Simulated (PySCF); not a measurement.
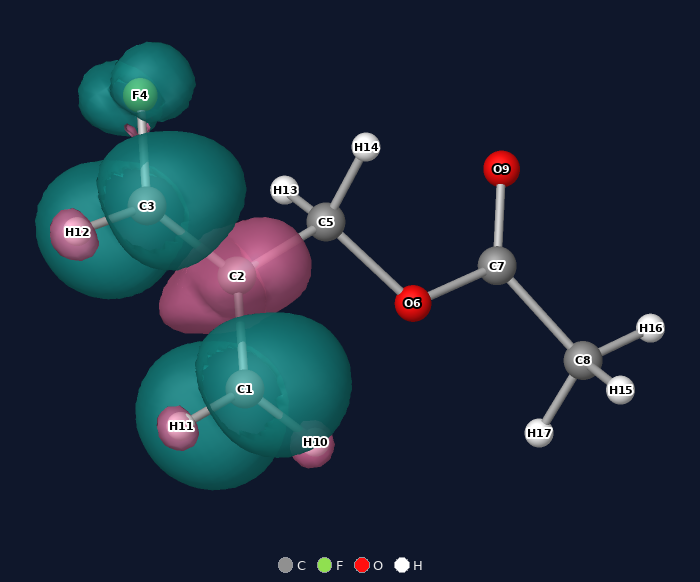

*C6H8FO2 (SMILES C=C([CH]F)COC(C)=O) (doublet). Isosurfaces of the spin density (α minus β) at +0.02 (teal) and −0.02 e/Å³ (pink), seen at a tilt.*

Geometry: GFN2-xTB.

Level of theory: PySCF 2.14.0, density-fitted response routines, UKS B3LYP, pcH-1 on C F H O, non-relativistic, mean-field spin-orbit, GIAO.

```tsv
atom	x (Å)	y (Å)	z (Å)
C	-0.1836	-1.5428	1.5254
C	-1.1488	-0.9485	0.7555
C	-2.4772	-1.3095	0.8527
F	-3.4116	-0.7198	0.0934
C	-0.8096	0.1335	-0.2408
O	0.5856	0.4038	-0.2325
C	1.0118	1.3478	-1.0817
C	2.5022	1.5302	-0.9709
O	0.2853	1.9531	-1.8221
H	0.8439	-1.2502	1.4370
H	-0.4390	-2.3117	2.2305
H	-2.8753	-2.0611	1.5126
H	-1.1148	-0.1713	-1.2503
H	-1.3600	1.0534	-0.0042
H	2.7575	1.8147	0.0469
H	2.8275	2.2989	-1.6647
H	2.9992	0.5901	-1.1969
```

> Where is the unpaired spin?

The unpaired spin (1 electron) lies mostly on C3 (about 0.4), C1 (about 0.4) and F4 (about 0.1), in electrons by Hirshfeld's partition.
